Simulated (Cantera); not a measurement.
A closed system holds: 1 mol SiHCl3, 12 mol H2, at 0.0133 bar.

Cantera equilibrium calculation (NASA polynomials, part measured and part estimated; ideal gas, pure solids and liquids). Candidate condensed phases: Si; 19 gas species. The tables' values for SiCl3, SiCl are old estimates; treat these amounts as uncertain. Gases not in the tables: Si2H6 and higher silanes. Kinetics and transport are ignored.

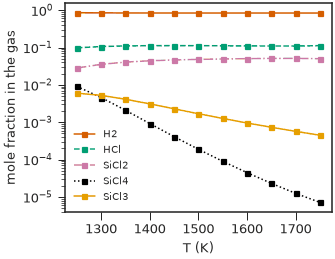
Figure. Equilibrium gas composition (values under 1e-9 drawn at 1e-9)

Task: Read off the mole fractions at 1650 K.

Result: H2 about 0.84, HCl about 0.11, SiCl2 about 0.051, SiCl3 about 0.00073, SiCl4 about 2.3e-5.
